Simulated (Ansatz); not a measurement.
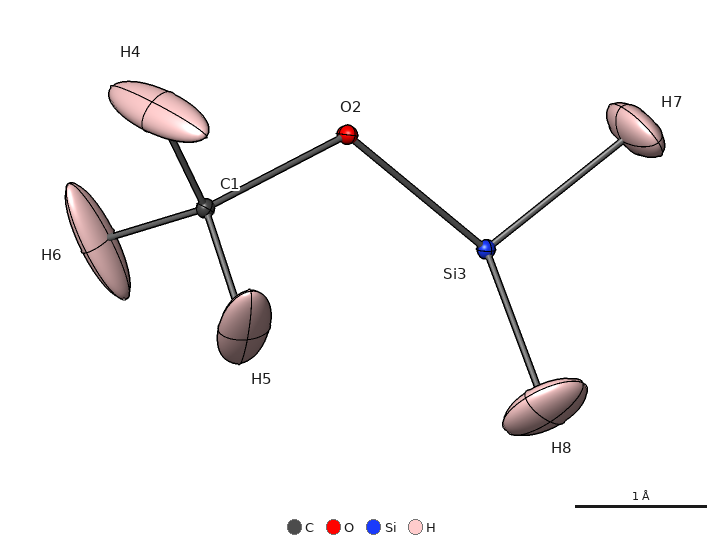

Displacement ellipsoids at the 50 % level, from the internal vibrations of the free molecule (harmonic, no overall translation or rotation; no half-axis is drawn under 0.075 Å). The species is neutral and a spin doublet. Vibrations computed with UKS PBE0-D4/def2-TZVP (Ansatz 0.2.0). Temperature: 100 K.

**Which atom moves most?**

H4, with U_eq = 0.0495 Å².

**Does H4 move more along its bond or across it?**

Across it: the root-mean-square amplitude is 0.082 Å along the bond and up to 0.357 Å across, since bending and torsion are softer than stretching.

Give the displacement parameters, one line for each set of equivalent atoms.

```
atom  U_eq (Å²)   rms amplitudes (Å)
  C1     0.0013  0.026, 0.032, 0.047
  O2     0.0024  0.026, 0.046, 0.065
 Si3    0.00045  0.015, 0.021, 0.026
  H4     0.0495  0.082, 0.119, 0.357
  H5     0.0399  0.076, 0.132, 0.311
  H6     0.0430  0.076, 0.123, 0.329
  H7     0.0302  0.088, 0.151, 0.245
  H8     0.0313  0.088, 0.170, 0.239
```
